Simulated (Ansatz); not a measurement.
Al2Sb (charge +1)

Input

```
crystal:
  periodic: [false, false, false]
  atoms:
    - {symbol: Al, position_ang: [-0.207312, -0.710830, 1.231873]}
    - {symbol: Al, position_ang: [1.201599, 0.786150, -0.062645]}
    - {symbol: Sb, position_ang: [-0.994277, -0.075320, -1.169228]}
basis:
  gaussian: {orbitals: def2-TZVP, initial_orbitals: start.molden}
total_charge: 1
hamiltonian: {xc: pbe0, dispersion: d4}
output: {orbitals: {seedname: orbitals}}
```

Command:

```sh
ansatz run in.yaml --threads 4 --pin off --events-out ev --progress --plain --max-ram 3916MiB
```

Geometry: r2SCAN-D4/def2-TZVP; core potentials replace the inner electrons of Sb.

Computed with RKS PBE0-D4/def2-TZVP (Ansatz).

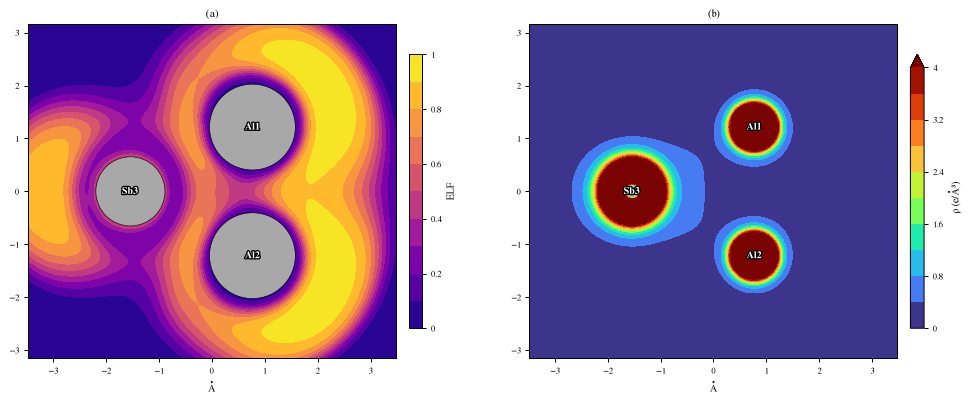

Figure 1. (a) electron localisation function; (b) electron density on the molecular plane. Grey discs cover the atomic cores in the ELF map.

Q: Read the bonding off the picture.

A: The section cuts through Al and Sb sites. Al–Al (2.43 Å): ρ at the midpoint is about 0.27 e/Å³; the ELF is about 0.50 at the midpoint. Al–Sb (2.61 Å): the density is about 0.42 e/Å³ at the midpoint, with its minimum of 0.36 e/Å³ about 0.9 Å from Al; the ELF is about 0.70 at the midpoint. The ELF also peaks beside Al2, Sb3 and Al1, away from the bonds: lone-pair regions.

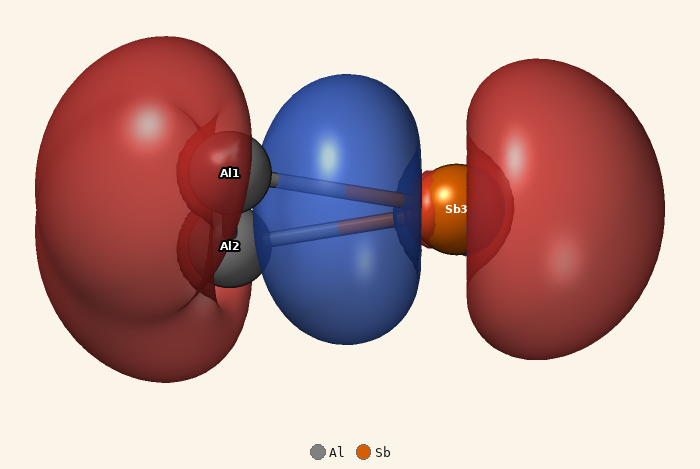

Figure 2. The HOMO at ±0.08 Å⁻³ᐟ² (blue and red are the two phases), seen from one side.

Q: Where does this orbital lie, and at what energy?

A: Its weight (Hirshfeld) is mainly on Sb3 (about 50 %), Al1 (about 25 %) and Al2 (about 25 %); it is symmetric in the molecular plane (an in-plane orbital: σ, lone-pair or in-plane π type). Its energy is −10.95 eV.

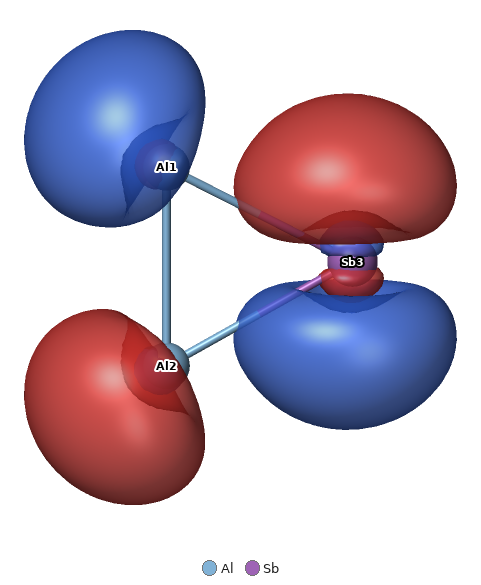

Figure 3. The LUMO at ±0.1 Å⁻³ᐟ² (red and blue are the two phases), seen at a tilt.

Q: What is the character of this orbital?

A: It lies mainly on Sb3 (about 45 %), Al1 (about 25 %) and Al2 (about 25 %); it is symmetric in the molecular plane (an in-plane orbital: σ, lone-pair or in-plane π type). Its energy is −8.94 eV.
